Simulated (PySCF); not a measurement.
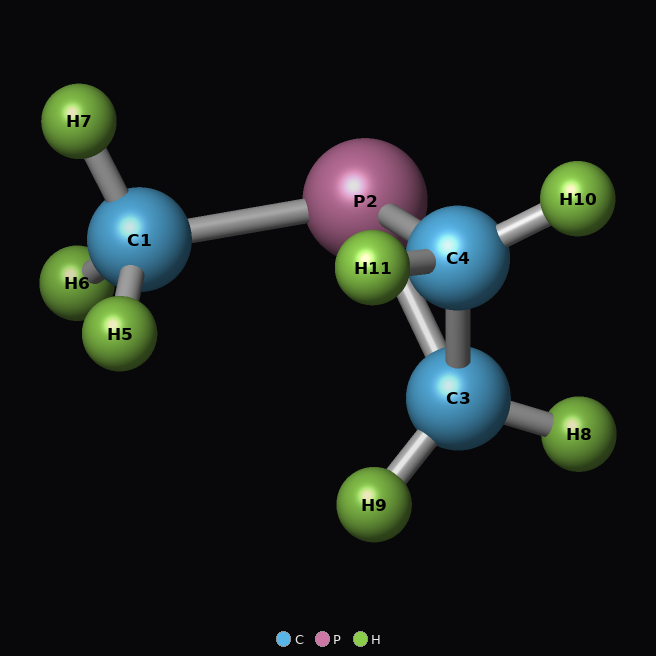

The computed structure is the end point of a PBE0-D3(BJ)/def2-SVP optimisation. No frequency run is at hand to confirm it as a minimum. Properties computed with delta-SCF UKS SCAN, pcX-2 on the ionised atom, pcseg-1 elsewhere, spin-free X2C (PySCF 2.14.0).

Give the core-electron binding energies (to vacuum; p and d levels without spin–orbit splitting) of C1 1s, P2 1s, P2 2p, C3 1s.

```csv
atom,level,binding energy (eV)
C1,1s,290.5
P2,1s,2149.6
P2,2p,136.3
C3,1s,290.5
```
